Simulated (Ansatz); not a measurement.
## CH5B2ClOS: geometry relaxation (part 2 of 2)

The same run, continued: CH5B2ClOS; RKS PBE0-D4/def2-SVP (Ansatz 0.2.0). It belongs to a series of runs on one base structure; here: end point B relaxed.

Geometry of the input (Å):
```
O  -1.5719  -0.8077  -0.6201
C  -0.2465  -1.0227  -0.6400
B  0.5009  0.0886  0.1946
S  1.5816  -0.4093  1.7342
B  0.5179  1.6784  -0.2652
Cl -0.3946  2.2458  -1.7580
H  -1.9423  -1.0904  0.2417
H  0.0064  -2.0157  -0.2352
H  0.1286  -0.9748  -1.6437
H  0.3916  -0.2322  2.5951
H  -0.5009  0.6418  0.4382
```

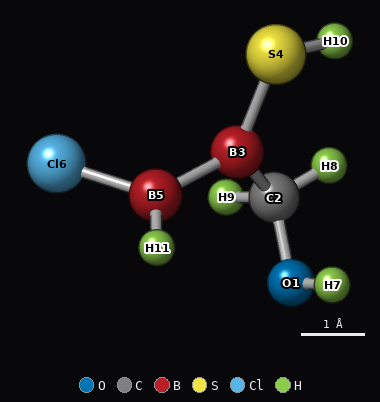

The geometry at step 19 of the log (ball-and-stick view, seen at a tilt; atoms are numbered from 1 in the order of the input).

### Trajectory as extended XYZ, continued
```
11
Properties=species:S:1:pos:R:3:forces:R:3 step=9 energy=-27852.60988
O    -1.6296   -1.1447   -0.3857    0.0227   0.0249   0.1105
C    -0.2282   -1.1251   -0.5215    0.3219  -0.1262  -0.0579
B     0.5387    0.1199    0.1859    0.2343  -0.2431   0.3156
S     1.1937    0.0660    1.8775   -0.4928  -0.7079  -0.1639
B     0.1901    1.5123   -0.5493   -0.8631   0.3080   0.2660
Cl    0.3072    2.7758   -1.7314    0.2074  -0.2911   0.2347
H    -1.8477   -1.2154    0.5496    0.0304   0.0356  -0.0026
H     0.2482   -2.0666   -0.1610   -0.0882   0.0325  -0.0477
H    -0.0289   -1.0894   -1.6101   -0.0505  -0.0694   0.1487
H     0.6211   -1.1318    2.2857    0.4356   0.6108  -0.2956
H    -0.8937    1.4006    0.1019    0.2422   0.4258  -0.5079
11
Properties=species:S:1:pos:R:3:forces:R:3 step=10 energy=-27852.79413
O    -1.6079   -1.1540   -0.3473   -0.0222   0.0782   0.0706
C    -0.2066   -1.1508   -0.5066    0.3054  -0.1786  -0.1073
B     0.5405    0.1031    0.1835   -0.0921   0.0546   0.0183
S     1.1548    0.0550    1.8650   -0.1988  -0.3386  -0.0250
B     0.0830    1.5344   -0.5007    1.1149   0.1844  -0.7316
Cl    0.3982    2.7727   -1.6969    0.2064  -0.3769   0.3100
H    -1.8182   -1.2133    0.5902    0.0603   0.0379   0.0185
H     0.2583   -2.0995   -0.1580   -0.0500  -0.0241  -0.0176
H    -0.0315   -1.1118   -1.5980   -0.0014  -0.0793   0.1059
H     0.6679   -1.1744    2.2247    0.3172   0.2147  -0.1419
H    -0.9676    1.5403   -0.0144   -1.6396   0.4278   0.5001
11
Properties=species:S:1:pos:R:3:forces:R:3 step=11 energy=-27852.95970
O    -1.5908   -1.1524   -0.3352   -0.0363   0.0309   0.0071
C    -0.1878   -1.1717   -0.5047    0.1617  -0.0780  -0.0583
B     0.5261    0.0954    0.1863   -0.3722   0.1439  -0.1978
S     1.1428    0.0408    1.8522    0.0767   0.1789   0.1247
B     0.0433    1.5465   -0.4843   -0.9193   0.2967   0.0815
Cl    0.4903    2.7454   -1.6868    0.1600  -0.4050   0.3517
H    -1.7982   -1.2043    0.6032    0.0765   0.0407   0.0292
H     0.2621   -2.1247   -0.1559   -0.0051  -0.0491   0.0080
H    -0.0231   -1.1346   -1.5956    0.0374  -0.0785   0.0457
H     0.7268   -1.1972    2.1936    0.1676  -0.2541  -0.0481
H    -1.1205    1.6586   -0.0314    0.6530   0.1736  -0.3438
11
Properties=species:S:1:pos:R:3:forces:R:3 step=12 energy=-27853.11377
O    -1.6023   -1.1763   -0.3612   -0.0704   0.0023  -0.0139
C    -0.1948   -1.2057   -0.5012    0.2108  -0.0205   0.0724
B     0.4474    0.0977    0.1888   -0.3015  -0.1045  -0.4391
S     1.0986    0.0982    1.8332    0.1030  -0.1130   0.2457
B    -0.0478    1.5442   -0.4810   -0.5429   0.6439   0.1695
Cl    0.6273    2.7302   -1.6028   -0.1251  -0.5289   0.3823
H    -1.8305   -1.1911    0.5744    0.0927   0.0313  -0.0026
H     0.2483   -2.1471   -0.1148   -0.0324  -0.0545   0.0225
H    -0.0031   -1.2005   -1.5881    0.0416  -0.0279   0.0580
H     0.9186   -1.2127    2.1423    0.1414   0.0130  -0.0611
H    -1.1908    1.7648   -0.0479    0.4828   0.1586  -0.4339
11
Properties=species:S:1:pos:R:3:forces:R:3 step=13 energy=-27853.18928
O    -1.5998   -1.1871   -0.3661   -0.0960  -0.0347   0.0330
C    -0.1887   -1.2240   -0.4850    0.0865   0.2314  -0.1249
B     0.3834    0.1105    0.2010   -0.1817  -0.0277  -0.0165
S     1.0794    0.0881    1.8273    0.1472  -0.6988   0.3981
B    -0.1208    1.6067   -0.3973   -0.2698   0.1896  -0.9562
Cl    0.7189    2.6702   -1.5725   -0.3496  -0.5774   0.7905
H    -1.8337   -1.1736    0.5692    0.0703   0.0053  -0.0527
H     0.2404   -2.1641   -0.0788    0.0227   0.0620   0.0541
H     0.0241   -1.2306   -1.5679    0.0187  -0.0290   0.0480
H     1.0626   -1.2746    2.0771    0.0949   0.6543  -0.1696
H    -1.2949    1.8804   -0.1654    0.4568   0.2251  -0.0038
11
Properties=species:S:1:pos:R:3:forces:R:3 step=14 energy=-27853.25470
O    -1.6200   -1.2404   -0.3616   -0.0500   0.0002   0.0329
C    -0.2076   -1.2376   -0.4772    0.1507  -0.0048   0.0396
B     0.3150    0.1126    0.2010   -0.2115  -0.0645  -0.1266
S     1.0849    0.0934    1.8062    0.0735  -0.2886   0.0789
B    -0.2121    1.5846   -0.4546    0.5066   0.7396  -0.1914
Cl    0.8518    2.6719   -1.4359   -0.7183  -0.7898   0.6064
H    -1.8450   -1.1974    0.5750    0.0075  -0.0066  -0.0615
H     0.2473   -2.1497   -0.0334   -0.0305   0.0228  -0.0515
H     0.0197   -1.2672   -1.5562    0.0015  -0.0094   0.0362
H     1.1783   -1.2623    2.0125   -0.0181   0.4278  -0.1561
H    -1.3415    1.9939   -0.2344    0.2887  -0.0268  -0.2069
11
Properties=species:S:1:pos:R:3:forces:R:3 step=15 energy=-27853.30746
O    -1.6298   -1.2540   -0.3792   -0.0509  -0.0150   0.0044
C    -0.2154   -1.2384   -0.4706    0.0901   0.0395   0.0811
B     0.2886    0.1118    0.2196   -0.1062   0.0222  -0.1104
S     1.1065    0.1226    1.7996    0.0041  -0.0653  -0.0222
B    -0.2174    1.5876   -0.4232    0.2749   0.3419  -0.2181
Cl    0.8688    2.6071   -1.3990   -0.3786  -0.3785   0.3187
H    -1.8726   -1.2189    0.5526    0.0061  -0.0069  -0.0298
H     0.2393   -2.1524   -0.0341   -0.0139  -0.0067   0.0015
H     0.0266   -1.2593   -1.5459    0.0263   0.0207   0.0101
H     1.2134   -1.2178    1.9699    0.0665  -0.0123   0.0398
H    -1.3372    2.0135   -0.2481    0.0816   0.0605  -0.0750
11
Properties=species:S:1:pos:R:3:forces:R:3 step=16 energy=-27853.32920
O    -1.6414   -1.2674   -0.4141    0.0019  -0.0239  -0.0115
C    -0.2230   -1.2332   -0.4547   -0.0419   0.0560   0.0036
B     0.2509    0.1209    0.2424    0.0574  -0.1033   0.0933
S     1.1260    0.1188    1.7949    0.0023   0.1406  -0.0340
B    -0.2386    1.6007   -0.3985   -0.0155   0.0401  -0.1093
Cl    0.8720    2.5349   -1.3903   -0.0372  -0.0537   0.0437
H    -1.9183   -1.2382    0.5084    0.0228  -0.0052  -0.0387
H     0.2259   -2.1451   -0.0089   -0.0066   0.0071   0.0197
H     0.0582   -1.2460   -1.5211    0.0104   0.0093   0.0048
H     1.3015   -1.2125    1.9466    0.0096  -0.1182   0.0005
H    -1.3424    2.0690   -0.2632   -0.0031   0.0512   0.0279
11
Properties=species:S:1:pos:R:3:forces:R:3 step=17 energy=-27853.33608
O    -1.6479   -1.2750   -0.4509    0.0479  -0.0207   0.0004
C    -0.2279   -1.2289   -0.4434   -0.1136   0.0251   0.0305
B     0.2296    0.1225    0.2659    0.1245  -0.0436   0.0866
S     1.1583    0.1267    1.7895   -0.0408   0.0533  -0.0752
B    -0.2578    1.6018   -0.3826   -0.1302  -0.0124  -0.0034
Cl    0.8686    2.4790   -1.3990    0.0447   0.0283  -0.0489
H    -1.9542   -1.2504    0.4627    0.0239  -0.0024  -0.0618
H     0.2116   -2.1391    0.0153   -0.0113  -0.0028   0.0063
H     0.0889   -1.2374   -1.5009    0.0140   0.0162   0.0326
H     1.3479   -1.2065    1.9311    0.0021  -0.0450  -0.0015
H    -1.3463    2.1091   -0.2461    0.0388   0.0041   0.0343
11
Properties=species:S:1:pos:R:3:forces:R:3 step=18 energy=-27853.34525
O    -1.6595   -1.2753   -0.5687    0.3412   0.0220   0.2938
C    -0.2377   -1.2204   -0.4046   -0.3550  -0.0799  -0.1198
B     0.1950    0.1250    0.3245    0.2266   0.0411   0.1415
S     1.2388    0.1401    1.7823   -0.1221  -0.1244  -0.2329
B    -0.3018    1.6011   -0.3369   -0.2128   0.0505   0.0682
Cl    0.8235    2.3494   -1.4588   -0.0220   0.0149  -0.0350
H    -2.0610   -1.2547    0.3136    0.1657   0.0061  -0.3325
H     0.1539   -2.1320    0.0981   -0.0750   0.0408  -0.0586
H     0.1933   -1.2276   -1.4306   -0.0879   0.0126   0.2656
H     1.4773   -1.1956    1.8869   -0.0551   0.1292  -0.0005
H    -1.3508    2.1917   -0.1641    0.1963  -0.1129   0.0102
11
Properties=species:S:1:pos:R:3:forces:R:3 step=19 energy=-27853.36037
O    -1.6487   -1.2541   -0.6128    0.3249  -0.0046   0.3016
C    -0.2341   -1.2270   -0.3895   -0.4014  -0.0271  -0.1334
B     0.2030    0.1212    0.3310    0.2536  -0.0126   0.1168
S     1.2721    0.1422    1.7676   -0.1102  -0.0748  -0.1889
B    -0.3090    1.5941   -0.3234   -0.1419   0.0766  -0.0160
Cl    0.7743    2.3467   -1.4887   -0.0737  -0.0373   0.0343
H    -2.0848   -1.2148    0.2519    0.1674   0.0031  -0.3212
H     0.1174   -2.1428    0.1351   -0.0679   0.0642  -0.0513
H     0.2359   -1.2537   -1.3974   -0.0709   0.0182   0.2414
H     1.4945   -1.1932    1.8826   -0.0303   0.0772   0.0046
H    -1.3498    2.1830   -0.1148    0.1504  -0.0828   0.0122
11
Properties=species:S:1:pos:R:3:forces:R:3 step=20 energy=-27853.39129
O    -1.6213   -1.2039   -0.7267    0.4207   0.0179   0.5012
C    -0.2323   -1.2369   -0.3557   -0.4202  -0.1063  -0.2124
B     0.2398    0.1096    0.3391    0.0066  -0.0725   0.1226
S     1.3516    0.1508    1.7361   -0.0541   0.0701  -0.1475
B    -0.3314    1.5664   -0.2953    0.0745   0.1599  -0.0910
Cl    0.6414    2.3236   -1.5574   -0.1443  -0.0922   0.0984
H    -2.1418   -1.1153    0.0897    0.2930  -0.0179  -0.4220
H     0.0188   -2.1584    0.2236   -0.0939   0.1997  -0.1348
H     0.3383   -1.3152   -1.3113   -0.1527  -0.0029   0.2737
H     1.5452   -1.1790    1.8800    0.0286  -0.1004   0.0266
H    -1.3376    2.1601    0.0195    0.0418  -0.0552  -0.0147
11
Properties=species:S:1:pos:R:3:forces:R:3 step=21 energy=-27853.39449
O    -1.5740   -1.1389   -0.8325    0.4085  -0.0272   0.6818
C    -0.2279   -1.2272   -0.3199   -0.5988  -0.0842  -0.3251
B     0.2451    0.1071    0.3916    0.3509   0.0386   0.1180
S     1.4419    0.1321    1.7166   -0.1006  -0.0185  -0.0630
B    -0.3326    1.5703   -0.2254   -0.1700  -0.0807  -0.7112
Cl    0.4867    2.2432   -1.6533   -0.1796  -0.1537   0.4948
H    -2.1689   -1.0083   -0.0718    0.3934  -0.0625  -0.4723
H    -0.0752   -2.1539    0.2904   -0.0809   0.2933  -0.1869
H     0.4292   -1.3458   -1.2180   -0.2112   0.0456   0.3480
H     1.6057   -1.2026    1.8720    0.0489  -0.0468   0.0049
H    -1.3593    2.1259    0.0918    0.1395   0.0962   0.1110
11
Properties=species:S:1:pos:R:3:forces:R:3 step=22 energy=-27853.41384
O    -1.5367   -1.1333   -0.9136    0.3140   0.0673   0.8566
C    -0.2390   -1.2493   -0.2871   -0.4631  -0.2052  -0.3855
B     0.2422    0.0943    0.3938    0.1055  -0.1324  -0.0884
S     1.4778    0.1484    1.6834   -0.0749  -0.0127  -0.0918
B    -0.3955    1.5232   -0.2497    0.1640   0.5118  -0.0417
Cl    0.4367    2.2667   -1.6307   -0.2632  -0.2824   0.3293
H    -2.1854   -0.9325   -0.2108    0.5100  -0.1574  -0.5118
H    -0.1719   -2.1519    0.3767   -0.0720   0.3248  -0.2767
H     0.4835   -1.4368   -1.1250   -0.2990   0.0620   0.3778
H     1.7031   -1.1830    1.8220   -0.0317   0.0445  -0.0129
H    -1.3440    2.1560    0.1825    0.1104  -0.2204  -0.1548
11
Properties=species:S:1:pos:R:3:forces:R:3 step=23 energy=-27853.45226
O    -1.4997   -1.1281   -0.9145   -0.3308   0.2332   0.1721
C    -0.2474   -1.2481   -0.2729   -0.0213  -0.0337  -0.0196
B     0.2748    0.0867    0.3823    0.0323   0.0628   0.1388
S     1.5190    0.1429    1.6520    0.0370  -0.0951  -0.0111
B    -0.3905    1.5103   -0.2237   -0.1496   0.0378  -0.1424
Cl    0.3884    2.2674   -1.6006   -0.0343   0.0245   0.0506
H    -2.1264   -0.7532   -0.2770    0.2091  -0.1950  -0.2557
H    -0.2242   -2.1201    0.4113    0.0480  -0.0250   0.0668
H     0.4860   -1.4839   -1.0668    0.0592  -0.0383  -0.0155
H     1.7148   -1.1916    1.7934    0.0374   0.0172   0.0356
H    -1.4240    2.0195    0.1581    0.1129   0.0116  -0.0196
11
Properties=species:S:1:pos:R:3:forces:R:3 step=24 energy=-27853.45997
O    -1.4976   -1.1218   -0.9313    0.1376   0.0080  -0.0421
C    -0.2507   -1.2471   -0.2685   -0.0866  -0.0283  -0.0706
B     0.2666    0.0896    0.3922    0.0502   0.0057   0.0338
S     1.5267    0.1379    1.6494    0.0032  -0.0256  -0.0127
B    -0.3967    1.5146   -0.2250   -0.0377   0.0756  -0.0643
Cl    0.3778    2.2663   -1.6092   -0.0406  -0.0296   0.0641
H    -2.1375   -0.7896   -0.2969   -0.0827  -0.0067   0.0588
H    -0.2354   -2.1194    0.4190    0.0088   0.0249   0.0047
H     0.4940   -1.4867   -1.0542   -0.0078  -0.0092   0.0414
H     1.7308   -1.1950    1.7939    0.0048   0.0081   0.0049
H    -1.4072    2.0530    0.1723    0.0509  -0.0230  -0.0181
11
Properties=species:S:1:pos:R:3:forces:R:3 step=25 energy=-27853.46257
O    -1.4815   -1.1161   -0.9558    0.1145   0.0032  -0.1148
C    -0.2523   -1.2448   -0.2677   -0.0288   0.0161   0.0370
B     0.2721    0.0939    0.3885   -0.0400   0.0238   0.0197
S     1.5354    0.1344    1.6432    0.0035  -0.0038  -0.0185
B    -0.3996    1.5234   -0.2192    0.0511   0.0001  -0.0196
Cl    0.3516    2.2670   -1.6179   -0.0150  -0.0071   0.0165
H    -2.1396   -0.8206   -0.3239   -0.1464   0.0289   0.0858
H    -0.2667   -2.1012    0.4386    0.0398  -0.0057   0.0091
H     0.5067   -1.5097   -1.0281    0.0192  -0.0328  -0.0148
H     1.7361   -1.1990    1.7839    0.0068  -0.0019  -0.0003
H    -1.3914    2.0743    0.1999   -0.0047  -0.0208  -0.0002
11
Properties=species:S:1:pos:R:3:forces:R:3 step=26 energy=-27853.46431
O    -1.4683   -1.1052   -0.9791    0.0144   0.0293   0.0346
C    -0.2561   -1.2410   -0.2612   -0.0060   0.0081   0.0267
B     0.2713    0.0970    0.3949   -0.0217   0.0200  -0.0122
S     1.5501    0.1326    1.6346   -0.0075   0.0049  -0.0086
B    -0.4007    1.5272   -0.2117    0.0479  -0.0230  -0.0122
Cl    0.3333    2.2613   -1.6238   -0.0045  -0.0028   0.0153
H    -2.1497   -0.8367   -0.3545   -0.0142  -0.0150  -0.0307
H    -0.2914   -2.0903    0.4541    0.0172   0.0083  -0.0121
H     0.5177   -1.5234   -1.0017   -0.0112  -0.0163  -0.0011
H     1.7505   -1.2012    1.7730    0.0029  -0.0036  -0.0048
H    -1.3858    2.0815    0.2168   -0.0173  -0.0100   0.0051
11
Properties=species:S:1:pos:R:3:forces:R:3 step=27 energy=-27853.46498
O    -1.4643   -1.1011   -0.9868   -0.0337   0.0254   0.0556
C    -0.2609   -1.2394   -0.2557    0.0248   0.0068   0.0124
B     0.2713    0.0990    0.3949   -0.0142   0.0047  -0.0155
S     1.5584    0.1343    1.6257   -0.0018   0.0086  -0.0040
B    -0.4002    1.5280   -0.2116    0.0407  -0.0120   0.0045
Cl    0.3410    2.2739   -1.6128   -0.0035   0.0000   0.0021
H    -2.1585   -0.8514   -0.3674    0.0232  -0.0149  -0.0493
H    -0.3048   -2.0830    0.4651   -0.0029  -0.0022   0.0003
H     0.5172   -1.5343   -0.9864   -0.0047  -0.0087  -0.0085
H     1.7612   -1.1993    1.7613   -0.0013  -0.0066  -0.0001
H    -1.3896    2.0750    0.2153   -0.0268  -0.0010   0.0025
11
Properties=species:S:1:pos:R:3:forces:R:3 step=28 energy=-27853.46532
O    -1.4632   -1.0959   -0.9874   -0.0163   0.0019   0.0249
C    -0.2626   -1.2384   -0.2523    0.0174   0.0046  -0.0122
B     0.2741    0.0999    0.3938    0.0118  -0.0009   0.0064
S     1.5660    0.1347    1.6193    0.0013   0.0039   0.0032
B    -0.3974    1.5278   -0.2110   -0.0093  -0.0108  -0.0201
Cl    0.3464    2.2852   -1.6045    0.0015   0.0046   0.0055
H    -2.1621   -0.8522   -0.3719    0.0141  -0.0023  -0.0184
H    -0.3112   -2.0794    0.4710   -0.0116  -0.0017   0.0057
H     0.5147   -1.5415   -0.9809   -0.0050   0.0004  -0.0016
H     1.7650   -1.1992    1.7585   -0.0003  -0.0042  -0.0001
H    -1.3991    2.0606    0.2071   -0.0036   0.0044   0.0067
11
Properties=species:S:1:pos:R:3:forces:R:3 step=29 energy=-27853.46547
O    -1.4613   -1.0915   -0.9879   -0.0140   0.0013   0.0026
C    -0.2622   -1.2382   -0.2514    0.0144  -0.0035   0.0024
B     0.2774    0.0992    0.3936    0.0040  -0.0002  -0.0004
S     1.5707    0.1347    1.6174   -0.0017   0.0016   0.0035
B    -0.3997    1.5238   -0.2130    0.0015   0.0045  -0.0038
Cl    0.3454    2.2897   -1.6009    0.0002   0.0030  -0.0007
H    -2.1602   -0.8439   -0.3744    0.0080  -0.0006  -0.0071
H    -0.3168   -2.0773    0.4738   -0.0052  -0.0030   0.0048
H     0.5146   -1.5468   -0.9782   -0.0052   0.0001  -0.0023
H     1.7676   -1.1994    1.7584    0.0015  -0.0013  -0.0011
H    -1.4048    2.0514    0.2042   -0.0035  -0.0020   0.0020
```
